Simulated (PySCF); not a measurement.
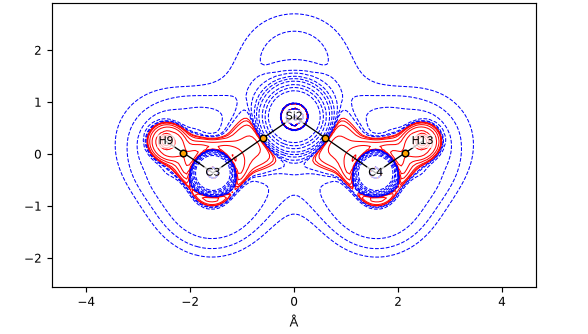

Figure 1: C₃H₉ClSi, SMILES `C[Si](C)(C)Cl`. Negative Laplacian of the density (−∇²ρ) in the plane of Si2, C3, C4, H9 and H13 (solid red lines positive, dashed blue lines negative, contours at ±0.02 to ±8 a.u.), with bond paths and bond critical points (dots).

PySCF calculation, B3LYP/6-31G*, gas phase; geometry: GFN2-xTB. No frequency check shows the geometry to be a minimum. GFN2-xTB bond lengths at metals and heavier atoms can be off by up to 0.1 Å and shapes distorted, which carries into these values.

Q: Sort the bonds in the plane by the sign of ∇²ρ at their critical points.

A: Concentrated (∇²ρ < 0): C3–H9 and C4–H13 (−0.88 a.u.). Depleted (∇²ρ > 0): Si2–C3 (+0.25 a.u., H = −0.066); Si2–C4 (+0.24 a.u., H = −0.066). A positive Laplacian with clearly negative H marks a strongly polar covalent bond, whose critical point lies close to the core of the less electronegative atom.

Q: Where along C3–H9 does the critical point lie?

A: 0.69 Å from C3 and 0.40 Å from H9.
